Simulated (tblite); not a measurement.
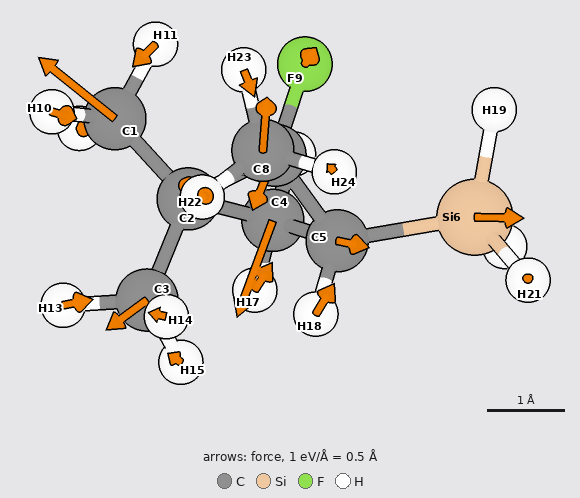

Starting geometry of C7H15FSi with the computed forces as orange arrows. A ball-and-stick model, seen from a free direction.

Method: GFN2-xTB geometry optimisation, gas phase in tblite 0.8.0. 

**Is this structure relaxed? If not, where do the atoms go?**

It isn't relaxed: the largest force vector, on a C atom, is 2.74 eV/Å. The final displacements have little in common with the starting forces (cosine between the two patterns 0.10). An H atom moves most after the best rigid fit: 2.11 Å. Largest moves by element: H 2.11 Å, F 1.03 Å, C 0.99 Å, Si 0.92 Å. Among the contacts that change: C–Si 1.845 → 1.902 Å, C–H 1.132 → 1.088 Å, C–C 1.482 → 1.516 Å, C–C 1.523 → 1.555 Å. Among the angles between lasting bonds that change: C–C–C 118.4° → 109.6°, H–C–H 117.3° → 108.7°, C–C–C 107.8° → 114.7°. Groups turn about C–C by about 50°, C–C by about 45°, C–C by about 45°. Over 213 geometry steps the energy falls by 130.0 kJ/mol.
